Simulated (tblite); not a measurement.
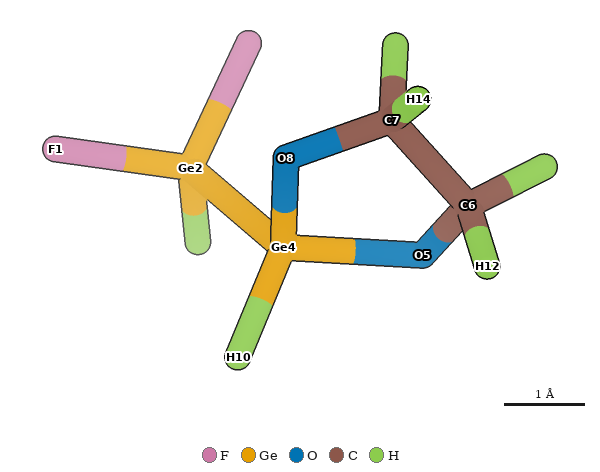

**Figure 1.** The starting structure (stick view, seen at a tilt; atoms are numbered from 1 in the order of the input). Sticks mark near contacts.

**Geometry relaxation of C$_{2}$H$_{6}$F$_{2}$Ge$_{2}$O$_{2}$ (part 1 of 3)**

System: C$_{2}$H$_{6}$F$_{2}$Ge$_{2}$O$_{2}$.
Method: GFN2-xTB geometry optimisation, gas phase (tblite 0.8.0).

It belongs to a series of runs on one base structure; here: terminal F group replaced by H.

## What the program printed
```
step      E/eV     max force
  0    -787.05858    1.599
  1    -787.16252    0.844
  2    -787.24952    0.650
  3    -787.29644    0.548
  4    -787.33959    0.542
  5    -787.37431    0.622
  6    -787.41355    0.722
  7    -787.44717    0.536
  8    -787.47241    0.357
  9    -787.48652    0.233
 10    -787.49457    0.248
 11    -787.50139    0.225
 12    -787.50877    0.255
 13    -787.51532    0.253
 14    -787.51976    0.159
 15    -787.52241    0.140
 16    -787.52422    0.096
 17    -787.52575    0.097
 18    -787.52716    0.096
 19    -787.52845    0.133
 20    -787.52963    0.112
 21    -787.53057    0.075
 22    -787.53125    0.060
 23    -787.53189    0.079
 24    -787.53268    0.097
 25    -787.53368    0.100
 26    -787.53477    0.117
 27    -787.53570    0.088
 28    -787.53635    0.062
 29    -787.53682    0.054
 30    -787.53727    0.068
 31    -787.53777    0.071
 32    -787.53828    0.058
 33    -787.53874    0.052
 34    -787.53912    0.051
 35    -787.53948    0.053
 36    -787.53984    0.065
 37    -787.54012    0.051
 38    -787.54029    0.028
 39    -787.54041    0.027
 40    -787.54058    0.047
 41    -787.54087    0.068
 42    -787.54130    0.071
 43    -787.54175    0.047
 44    -787.54214    0.045
 45    -787.54252    0.054
 46    -787.54300    0.084
 47    -787.54367    0.099
 48    -787.54455    0.088
 49    -787.54563    0.086
 50    -787.54693    0.082
 51    -787.54837    0.095
 52    -787.54962    0.110
 53    -787.55041    0.095
 54    -787.55095    0.065
 55    -787.55145    0.061
 56    -787.55199    0.087
 57    -787.55270    0.090
 58    -787.55355    0.078
 59    -787.55449    0.075
 60    -787.55491    0.074
 61    -787.55544    0.050
 62    -787.55575    0.055
 63    -787.55595    0.035
 64    -787.55610    0.036
 65    -787.55624    0.028
 66    -787.55640    0.041
 67    -787.55663    0.047
 68    -787.55692    0.050
 69    -787.55731    0.056
 70    -787.55775    0.065
 71    -787.55815    0.065
 72    -787.55845    0.040
 73    -787.55868    0.046
 74    -787.55900    0.051
 75    -787.55951    0.084
 76    -787.56025    0.108
 77    -787.56105    0.106
 78    -787.56148    0.077
 79    -787.56207    0.081
 80    -787.56244    0.057
 81    -787.56299    0.048
 82    -787.56325    0.055
 83    -787.56355    0.061
 84    -787.56386    0.058
 85    -787.56446    0.064
 86    -787.56541    0.086
 87    -787.56665    0.095
 88    -787.56777    0.084
 89    -787.56861    0.069
 90    -787.56762    0.167
 91    -787.56984    0.088
 92    -787.57038    0.068
 93    -787.57190    0.046
 94    -787.57219    0.053
 95    -787.57276    0.066
 96    -787.57321    0.052
 97    -787.57370    0.053
 98    -787.57436    0.055
 99    -787.57491    0.064
100    -787.57565    0.045
101    -787.57614    0.042
102    -787.57669    0.037
103    -787.57704    0.045
104    -787.57759    0.045
105    -787.57802    0.051
106    -787.57849    0.045
107    -787.57885    0.049
108    -787.57920    0.040
109    -787.57946    0.039
110    -787.57974    0.044
111    -787.58012    0.051
112    -787.58071    0.054
113    -787.58147    0.059
114    -787.58208    0.045
115    -787.58160    0.134
116    -787.58259    0.038
117    -787.58274    0.038
118    -787.58329    0.045
119    -787.58367    0.055
120    -787.58476    0.075
121    -787.58571    0.078
122    -787.58682    0.056
123    -787.58747    0.051
124    -787.58770    0.066
125    -787.58810    0.049
126    -787.58831    0.035
127    -787.58865    0.038
128    -787.58890    0.052
129    -787.58936    0.069
130    -787.58984    0.067
131    -787.59031    0.043
132    -787.59059    0.056
133    -787.59098    0.060
134    -787.59128    0.045
135    -787.59167    0.046
136    -787.59195    0.043
137    -787.59222    0.040
138    -787.59239    0.029
139    -787.59250    0.021
140    -787.59259    0.019
141    -787.59265    0.013
142    -787.59270    0.015
143    -787.59273    0.017
144    -787.59278    0.014
145    -787.59283    0.016
146    -787.59288    0.014
147    -787.59294    0.011
148    -787.59300    0.014
149    -787.59306    0.013
150    -787.59311    0.012
151    -787.59315    0.013
152    -787.59316    0.015
153    -787.59322    0.020
154    -787.59327    0.019
155    -787.59373    0.036
156    -787.59394    0.050
157    -787.59435    0.046
158    -787.59093    0.213
159    -787.59505    0.030
160    -787.59532    0.034
161    -787.59566    0.057
162    -787.59587    0.029
163    -787.59598    0.021
164    -787.59618    0.022
165    -787.59623    0.019
166    -787.59629    0.012
167    -787.59633    0.008
```

## Trajectory as extended XYZ (Å, eV, eV/Å), 34 of the 168 frames kept, from step=0 to step=167
```
14
Properties=species:S:1:pos:R:3:forces:R:3 step=0 energy=-787.05858
F     3.2844    1.7667   -0.2537    0.2620   0.0300   0.2500
Ge    2.5039    0.2932    0.2867   -0.1620  -0.7170  -0.3970
F     2.1633    0.4100    2.0150    0.3400   0.1290   0.0370
Ge    0.4698   -0.0395   -0.9186    1.0700   0.0950  -0.7490
O    -0.3959   -1.4570   -0.2608    0.1120   0.7910  -0.1390
C    -1.6688   -0.9238    0.0014   -1.2050  -0.0910   0.5110
C    -1.5745    0.5831    0.3378   -0.9800  -0.1310   1.2570
O    -0.6815    1.2427   -0.5179   -0.1120  -0.6810  -0.3790
H     3.4636   -0.9141    0.0504    0.2800   0.3990   0.4060
H     0.6861   -0.1677   -2.4351   -0.1580   0.0590  -0.0020
H    -2.1178   -1.4719    0.8570    0.2310   0.2210  -0.3660
H    -2.3230   -1.0735   -0.8813    0.2160   0.1520   0.2850
H    -1.2329    0.7110    1.4009   -0.2170  -0.1920  -0.6830
H    -2.5774    1.0402    0.2511    0.3240  -0.0630  -0.0290
14
Properties=species:S:1:pos:R:3:forces:R:3 step=5 energy=-787.37431
F     3.3177    1.7380   -0.1997    0.0910  -0.1630   0.1790
Ge    2.5140    0.2312    0.2570    0.1040   0.1130   0.0210
F     2.2270    0.4267    1.9916    0.1820   0.0280  -0.1340
Ge    0.5186   -0.0232   -0.9883   -0.3570  -0.0210   0.0370
O    -0.4069   -1.3478   -0.2665    0.0720  -0.4990   0.1030
C    -1.7220   -0.9125    0.0300   -0.0480  -0.2160  -0.0120
C    -1.6341    0.5610    0.3707   -0.0120   0.2210   0.0730
O    -0.7278    1.1372   -0.5521   -0.1360   0.5620  -0.2300
H     3.5398   -0.8647    0.1266    0.4220  -0.0250   0.2520
H     0.6648   -0.1566   -2.4809   -0.0690   0.0730  -0.2680
H    -2.1157   -1.4952    0.8647    0.0680  -0.0710  -0.0650
H    -2.3341   -1.0518   -0.8631   -0.1920  -0.0250   0.0360
H    -1.2485    0.6909    1.3896   -0.1090   0.0030  -0.0560
H    -2.5934    1.0664    0.2534   -0.0160   0.0210   0.0640
14
Properties=species:S:1:pos:R:3:forces:R:3 step=10 energy=-787.49457
F     3.3753    1.6952   -0.1229    0.0800   0.0260  -0.0390
Ge    2.5517    0.1870    0.2300    0.0800  -0.0260  -0.0040
F     2.3128    0.4475    1.9552   -0.0280  -0.0170   0.0090
Ge    0.4675   -0.0181   -1.0310   -0.0410  -0.0120   0.0590
O    -0.4255   -1.3650   -0.2575   -0.0980   0.1200  -0.1940
C    -1.7446   -0.9228    0.0372    0.0500   0.0380  -0.0570
C    -1.6652    0.5710    0.3638    0.0460  -0.0320  -0.1240
O    -0.8019    1.1643   -0.6021    0.0890  -0.1620   0.0960
H     3.6904   -0.8273    0.2449    0.0640   0.0150   0.0660
H     0.6251   -0.1266   -2.5625   -0.1240   0.0740   0.1340
H    -2.1081   -1.5291    0.8656   -0.0630   0.0800   0.0670
H    -2.3844   -1.0532   -0.8391   -0.0340  -0.1220  -0.0170
H    -1.2725    0.6919    1.3771    0.0990   0.1260  -0.0250
H    -2.6213    1.0850    0.2745   -0.1210  -0.1070   0.0300
14
Properties=species:S:1:pos:R:3:forces:R:3 step=15 energy=-787.52241
F     3.4150    1.6881   -0.1163    0.0260  -0.0170  -0.0580
Ge    2.5856    0.1727    0.2226    0.0500   0.0120   0.0270
F     2.3258    0.4464    1.9464   -0.0500  -0.0190   0.0000
Ge    0.4593   -0.0196   -1.0255    0.1380   0.0190   0.0110
O    -0.4501   -1.3673   -0.3052   -0.0160  -0.0820   0.0200
C    -1.7562   -0.9244    0.0286   -0.0350  -0.0070   0.0200
C    -1.6720    0.5703    0.3519   -0.0170  -0.0260   0.0220
O    -0.8014    1.1585   -0.6030   -0.0650   0.0520  -0.0300
H     3.7528   -0.8139    0.2977   -0.0100   0.0140   0.0080
H     0.5760   -0.0929   -2.5484   -0.0290   0.0590  -0.0050
H    -2.1146   -1.5091    0.8775    0.0530   0.0190   0.0160
H    -2.4124   -1.0862   -0.8326   -0.0510   0.0460   0.0520
H    -1.2595    0.7225    1.3556   -0.0600  -0.0730  -0.0040
H    -2.6491    1.0545    0.2836    0.0650   0.0040  -0.0790
14
Properties=species:S:1:pos:R:3:forces:R:3 step=20 energy=-787.52963
F     3.4367    1.6828   -0.1326    0.0120  -0.0290  -0.0230
Ge    2.6059    0.1712    0.2270   -0.0420   0.0340  -0.0030
F     2.3142    0.4416    1.9461   -0.0160   0.0050  -0.0010
Ge    0.4734   -0.0174   -1.0176   -0.1080  -0.0260  -0.0170
O    -0.4589   -1.3759   -0.3185    0.0320   0.0370  -0.0190
C    -1.7602   -0.9275    0.0289    0.0100  -0.0200   0.0050
C    -1.6741    0.5654    0.3457   -0.0040   0.0330   0.0020
O    -0.8068    1.1565   -0.6078    0.0910  -0.0260   0.0190
H     3.7714   -0.8082    0.3162    0.0300  -0.0220   0.0130
H     0.5557   -0.0638   -2.5441    0.0320   0.0410   0.0040
H    -2.1036   -1.5015    0.8898    0.0200  -0.0300   0.0180
H    -2.4361   -1.0851   -0.8166   -0.0080  -0.0290   0.0030
H    -1.2714    0.7114    1.3527   -0.0200   0.0010   0.0230
H    -2.6469    1.0500    0.2638   -0.0300   0.0310  -0.0220
14
Properties=species:S:1:pos:R:3:forces:R:3 step=25 energy=-787.53368
F     3.4530    1.6708   -0.1537   -0.0050  -0.0050  -0.0020
Ge    2.6044    0.1733    0.2266    0.0270  -0.0950  -0.0160
F     2.2984    0.4422    1.9464    0.0000   0.0290  -0.0190
Ge    0.4674   -0.0236   -1.0211    0.0800   0.0260   0.0220
O    -0.4622   -1.3775   -0.3296   -0.0450  -0.0120  -0.0100
C    -1.7615   -0.9311    0.0322    0.0130   0.0150  -0.0030
C    -1.6774    0.5673    0.3442    0.0080  -0.0330  -0.0090
O    -0.7896    1.1548   -0.5946   -0.0460   0.0090   0.0550
H     3.7815   -0.8081    0.3288   -0.0640   0.0400   0.0090
H     0.5579   -0.0307   -2.5432    0.0220   0.0140  -0.0520
H    -2.0864   -1.5062    0.9008    0.0030   0.0080  -0.0080
H    -2.4490   -1.0969   -0.8031    0.0140  -0.0280   0.0170
H    -1.2896    0.7078    1.3578   -0.0350   0.0460   0.0100
H    -2.6477    1.0574    0.2417    0.0280  -0.0150   0.0070
14
Properties=species:S:1:pos:R:3:forces:R:3 step=30 energy=-787.53727
F     3.4663    1.6493   -0.1730   -0.0270  -0.0230   0.0000
Ge    2.6078    0.1578    0.2224   -0.0270   0.0340  -0.0060
F     2.2859    0.4524    1.9356    0.0050   0.0230  -0.0220
Ge    0.4733   -0.0220   -1.0235   -0.0070   0.0130  -0.0310
O    -0.4694   -1.3801   -0.3487    0.0350   0.0000  -0.0160
C    -1.7614   -0.9354    0.0356    0.0090  -0.0060   0.0030
C    -1.6813    0.5650    0.3457   -0.0020   0.0090   0.0160
O    -0.7768    1.1555   -0.5717    0.0060   0.0220  -0.0170
H     3.7839   -0.8022    0.3498    0.0260  -0.0610   0.0170
H     0.5666    0.0089   -2.5540    0.0080   0.0010   0.0430
H    -2.0687   -1.5092    0.9116    0.0100   0.0090   0.0040
H    -2.4612   -1.1174   -0.7857   -0.0030   0.0270   0.0070
H    -1.3191    0.7180    1.3671   -0.0140  -0.0120   0.0080
H    -2.6466    1.0590    0.2222   -0.0190  -0.0370  -0.0070
14
Properties=species:S:1:pos:R:3:forces:R:3 step=35 energy=-787.53948
F     3.4632    1.6314   -0.1906    0.0080   0.0130  -0.0130
Ge    2.6042    0.1486    0.2176    0.0370  -0.0350   0.0130
F     2.2754    0.4709    1.9223    0.0040   0.0180   0.0050
Ge    0.4765   -0.0141   -1.0270   -0.0250   0.0060   0.0450
O    -0.4653   -1.3792   -0.3667   -0.0150   0.0230   0.0070
C    -1.7528   -0.9377    0.0378   -0.0020   0.0060  -0.0020
C    -1.6815    0.5639    0.3482   -0.0100   0.0040  -0.0110
O    -0.7675    1.1622   -0.5555   -0.0080  -0.0080   0.0090
H     3.7799   -0.8199    0.3653   -0.0340  -0.0090   0.0080
H     0.5790    0.0354   -2.5497   -0.0080   0.0030  -0.0330
H    -2.0504   -1.5075    0.9195    0.0370  -0.0220   0.0000
H    -2.4664   -1.1203   -0.7710    0.0120   0.0020  -0.0170
H    -1.3446    0.7214    1.3774    0.0260  -0.0020  -0.0110
H    -2.6505    1.0447    0.2055   -0.0230   0.0010  -0.0020
14
Properties=species:S:1:pos:R:3:forces:R:3 step=40 energy=-787.54058
F     3.4652    1.6226   -0.1989    0.0210  -0.0110  -0.0140
Ge    2.6092    0.1392    0.2174   -0.0300   0.0240  -0.0060
F     2.2766    0.4858    1.9159    0.0070   0.0060   0.0170
Ge    0.4744   -0.0065   -1.0253    0.0380   0.0060  -0.0270
O    -0.4646   -1.3739   -0.3732    0.0060  -0.0040   0.0020
C    -1.7508   -0.9383    0.0384    0.0020   0.0000  -0.0020
C    -1.6864    0.5641    0.3488   -0.0010  -0.0080   0.0010
O    -0.7698    1.1656   -0.5497   -0.0270   0.0120  -0.0050
H     3.7762   -0.8339    0.3799   -0.0070  -0.0180   0.0090
H     0.5799    0.0480   -2.5529   -0.0150   0.0060   0.0220
H    -2.0339   -1.5128    0.9219   -0.0080  -0.0050  -0.0120
H    -2.4670   -1.1214   -0.7682    0.0060  -0.0190   0.0050
H    -1.3505    0.7231    1.3782   -0.0050   0.0020  -0.0050
H    -2.6589    1.0378    0.2007    0.0140   0.0080   0.0140
14
Properties=species:S:1:pos:R:3:forces:R:3 step=46 energy=-787.54300
F     3.4928    1.5912   -0.2387    0.0290  -0.0370   0.0100
Ge    2.6051    0.1378    0.2232    0.0240   0.0050   0.0280
F     2.2820    0.5257    1.9179    0.0140   0.0110  -0.0190
Ge    0.4789    0.0199   -1.0255   -0.0830   0.0130   0.0070
O    -0.4511   -1.3598   -0.3878    0.0180  -0.0080   0.0080
C    -1.7398   -0.9436    0.0362    0.0010  -0.0120   0.0010
C    -1.6946    0.5601    0.3490    0.0030   0.0080   0.0070
O    -0.7844    1.1760   -0.5455    0.0350  -0.0160  -0.0140
H     3.7392   -0.8769    0.4151   -0.0380   0.0380  -0.0060
H     0.5698    0.0853   -2.5485    0.0140   0.0140  -0.0270
H    -2.0038   -1.5293    0.9182   -0.0150   0.0260   0.0210
H    -2.4611   -1.1429   -0.7616    0.0060   0.0180  -0.0180
H    -1.3654    0.7257    1.3794    0.0160  -0.0290   0.0080
H    -2.6684    1.0303    0.2015   -0.0240  -0.0300  -0.0080
```
